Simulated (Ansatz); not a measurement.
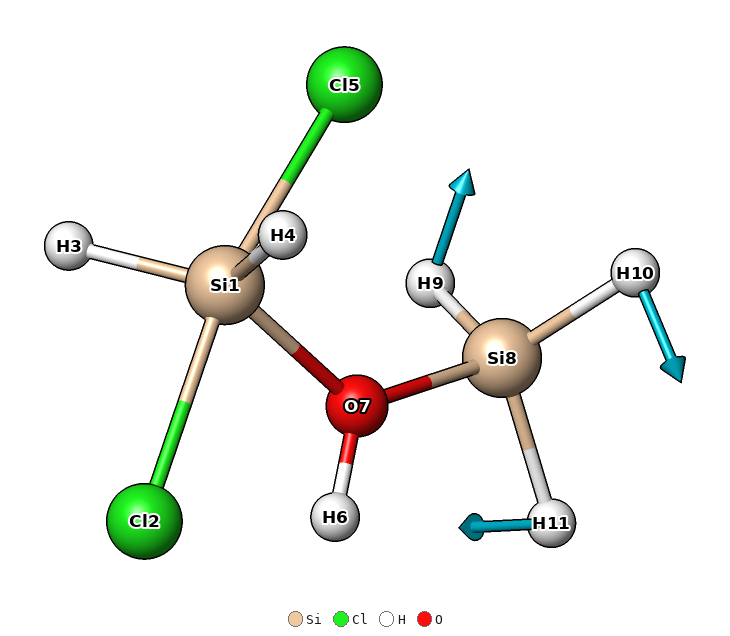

The arrows show one normal mode. Harmonic vibrations computed with RKS PBE0-D4/def2-TZVP (Ansatz 0.2.0) at a stationary point of the same level.

**Estimate its harmonic wavenumber.**

292 cm⁻¹; it is mode 6 of 27 counted from the lowest.
